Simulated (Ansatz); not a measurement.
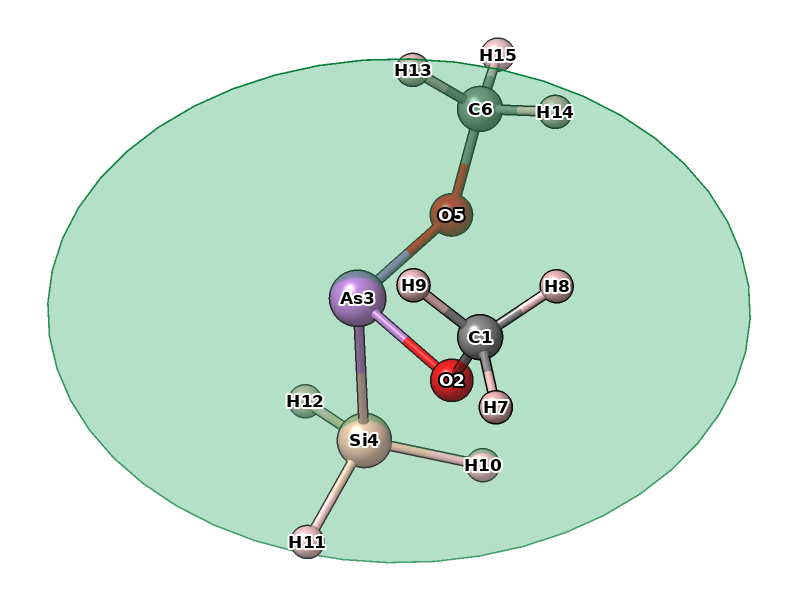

A disc through the centre of mass is drawn in. Atoms fade into the background with distance from the viewer. The computed structure is the end point of a PBE-D4/def2-SVP optimisation. No frequency run is at hand to confirm it as a minimum.

### Is the plane of the disc a mirror plane of the structure?

Yes. The reflection leaves As3, Si4, H10 in place and moves C1 ↔ C6; O2 ↔ O5; H7 ↔ H15; H8 ↔ H14; H9 ↔ H13; H11 ↔ H12. The point group is Cs.
